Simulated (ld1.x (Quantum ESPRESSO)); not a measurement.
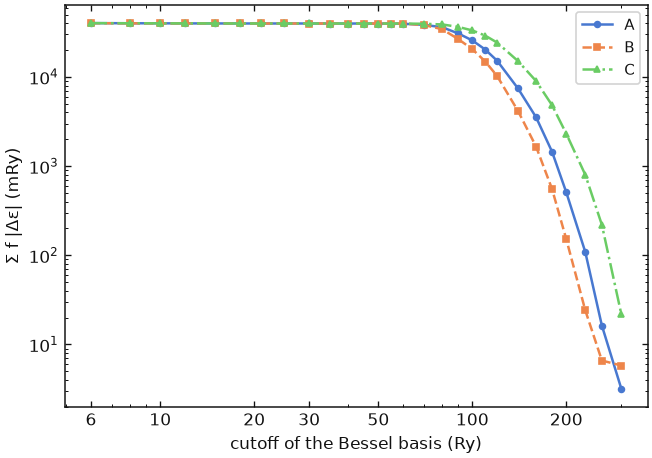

The occupation-weighted error of the valence levels in a spherical-Bessel basis for 3 variants of one potential.

Base settings:

Ld1.x (Quantum ESPRESSO) 7.5 input:

```
 &input
   title='Se', zed=34., rel=1, dft='PBESOL', iswitch=3,
   config='[Ar] 3d10 4s2 4p4'
 /
 &inputp
   pseudotype=2, tm=.true., lloc=-2, rcloc=1.40,
   nlcc=.true.
 /
3
4S  1  0   2.00   0.00  1.55  1.55  0.0
4P  2  1   4.00   0.00  1.40  1.40  0.0
3D  3  2  10.00   0.00  0.85  0.85  0.0
 &test
   configts(1)='3d10 4s2 4p4'
 /
```

### Match the curves to these variants:
1. base
2. waves 3d (bound): rc 0.98 bohr
3. all radii scaled by 1.22 (s 1.90, p 1.70, d 1.04 bohr)

A = 2, B = 3, C = 1.
